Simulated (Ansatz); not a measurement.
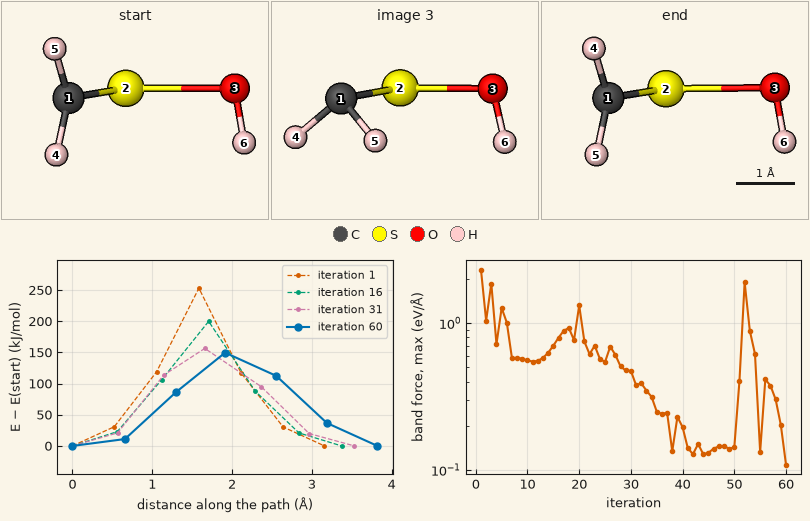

A search for the minimum-energy path of CH₃OS (charge −1) by the nudged elastic band. Images are numbered from 0 (start) to 6 (end). The plot follows the band through its iterations. The picture is a ball-and-stick view, seen at a tilt.

Level of theory: RKS PBE0-D4/def2-SVPD in Ansatz 0.2.0. Set-up: 5 movable images; climbing image; force threshold 0.05 eV/Å; iteration limit 60; optimiser FIRE; starting path by image-dependent pair potential.

> How did the profile develop, and is the result final?

The result isn't final. The band hadn't converged when the run stopped after 60 iterations. The largest component of the band force went from 2.3 to 0.11 eV/Å. The barrier read from it is provisional, though the highest image hardly moved in the last two iterations. The first iteration put the highest image at 253.2 kJ/mol. The two ends have the same energy, and the highest point, image 3, lies 149.7 kJ/mol above the start.
